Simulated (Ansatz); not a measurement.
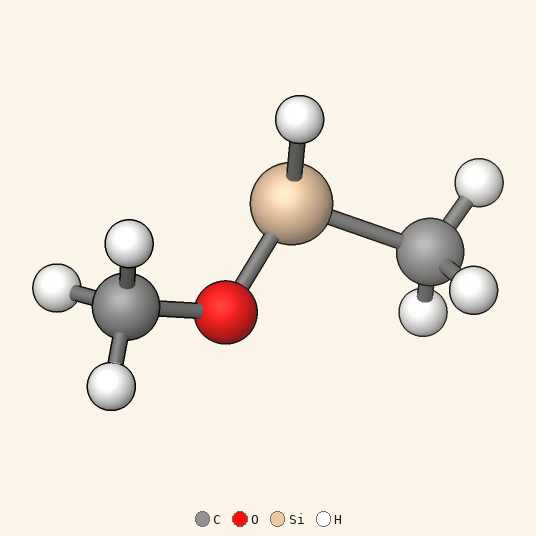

Ball-and-stick drawing of a structure. Every bond is drawn as one stick, whatever its order.

Charge 0, doublet.

> Give the formula.

C2H7OSi, 11 atoms: 2 carbon, 7 hydrogen, 1 oxygen and 1 silicon.

> How many bonds of each kind are drawn?

6 C–H, 1 C–O, 1 O–Si, 1 C–Si, 1 Si–H.

> What is its SMILES?

CO[SiH]C

More results for the same structure follow; atom numbers are the same in all pictures, views and colours differ. The computed structure is the end point of a PBE0-D4/def2-TZVP optimisation.

## Shape

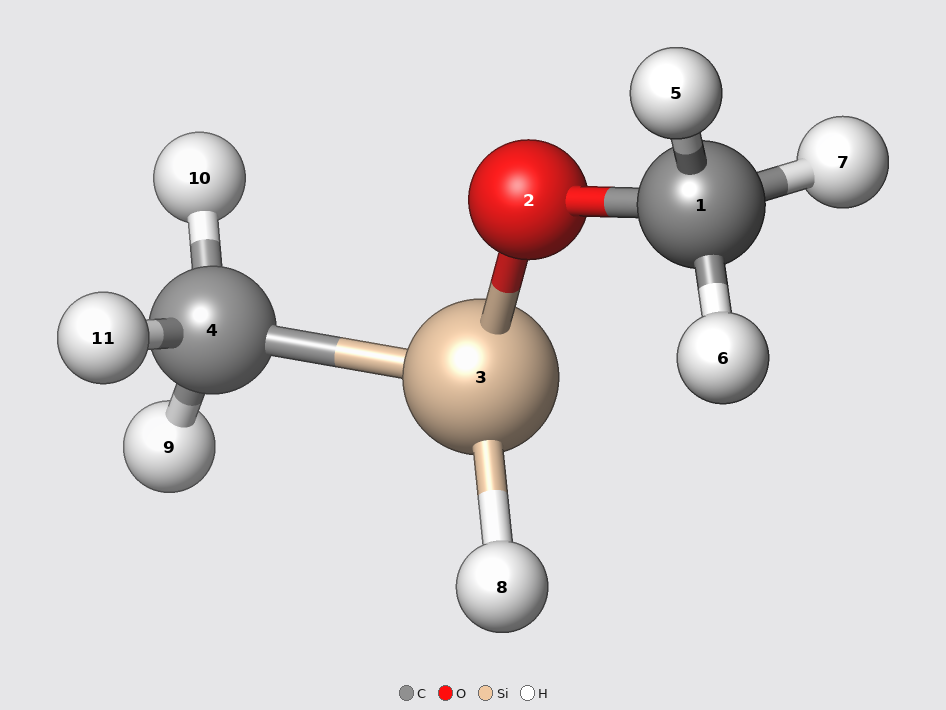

What are the angles O2–C1–H5, O2–C1–H6, O2–C1–H7, C1–O2–Si3, O2–Si3–C4, O2–Si3–H8, C4–Si3–H8, Si3–C4–H9, Si3–C4–H10, Si3–C4–H11?

| angle | degrees |
| --- | --- |
| O2–C1–H5 | 108.3 |
| O2–C1–H6 | 111.7 |
| O2–C1–H7 | 111.2 |
| C1–O2–Si3 | 123.7 |
| O2–Si3–C4 | 106.7 |
| O2–Si3–H8 | 108.7 |
| C4–Si3–H8 | 111.7 |
| Si3–C4–H9 | 110.3 |
| Si3–C4–H10 | 110.9 |
| Si3–C4–H11 | 110.2 |

## Levels of theory compared

Program: Ansatz 0.2.0.

Tabulate dipole (D), HOMO energy (eV) at these levels: B3LYP-D4/def2-TZVPP; PBE-D4/def2-TZVPP; r2SCAN-D4/def2-TZVPP; ωB97M-V/def2-TZVPP.

| level | dipole (D) | HOMO energy (eV) |
| --- | --- | --- |
| B3LYP-D4/def2-TZVPP | 0.38 | −5.17 |
| PBE-D4/def2-TZVPP | 0.38 | −4.27 |
| r2SCAN-D4/def2-TZVPP | 0.35 | −4.61 |
| ωB97M-V/def2-TZVPP | 0.36 | −7.21 |

## Charges

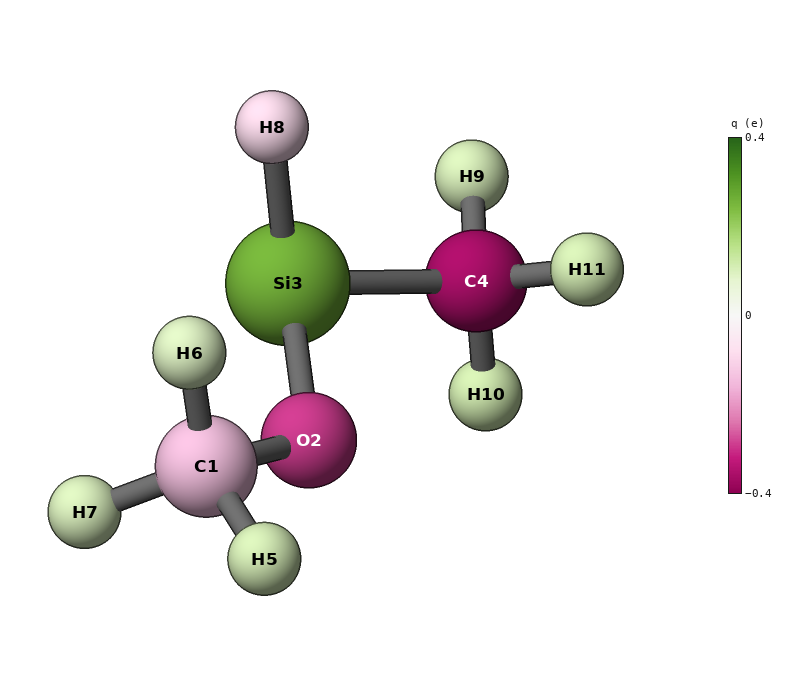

Atoms are coloured by their Mulliken charges. Properties computed with UKS PBE-D4/def2-TZVPP (Ansatz 0.2.0).

List the Mulliken charges.

| atom | value (e) |
| --- | --- |
| C1 | −0.14 |
| O2 | −0.29 |
| Si3 | 0.25 |
| C4 | −0.35 |
| H5 | 0.10 |
| H6 | 0.09 |
| H7 | 0.10 |
| H8 | −0.08 |
| H9 | 0.10 |
| H10 | 0.11 |
| H11 | 0.11 |

## Thermal motion

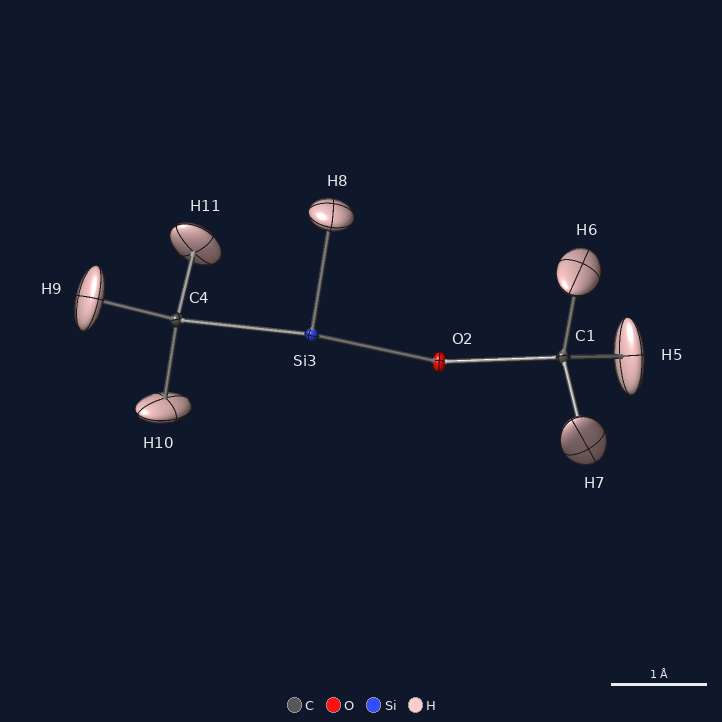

Displacement ellipsoids at the 50 % level, from the internal vibrations of the free molecule (harmonic, no overall translation or rotation; no half-axis is drawn under 0.075 Å). Vibrations computed with UKS PBE0-D4/def2-TZVP (Ansatz 0.2.0). Temperature: 0 K (zero-point motion alone).

> Which atom has the largest mean-square displacement?

H7, with U_eq = 0.0347 Å².

> Does H6 move more along its bond or across it?

Across it: the root-mean-square amplitude is 0.086 Å along the bond and up to 0.271 Å across, since bending and torsion are softer than stretching.

List U_eq and the three principal root-mean-square amplitudes for each kind of atom.

```
atom  U_eq (Å²)   rms amplitudes (Å)
  C1     0.0023  0.038, 0.048, 0.056
  O2     0.0028  0.033, 0.045, 0.073
 Si3    0.00080  0.024, 0.027, 0.033
  C4     0.0020  0.036, 0.045, 0.052
  H5     0.0319  0.083, 0.134, 0.266
  H6     0.0343  0.081, 0.152, 0.271
  H7     0.0347  0.083, 0.158, 0.268
  H8     0.0199  0.091, 0.160, 0.160
  H9     0.0274  0.085, 0.148, 0.230
 H10     0.0257  0.081, 0.145, 0.223
 H11     0.0253  0.083, 0.150, 0.215
```

Mulliken values depend strongly on the basis set and can even reverse the polarity of a bond.
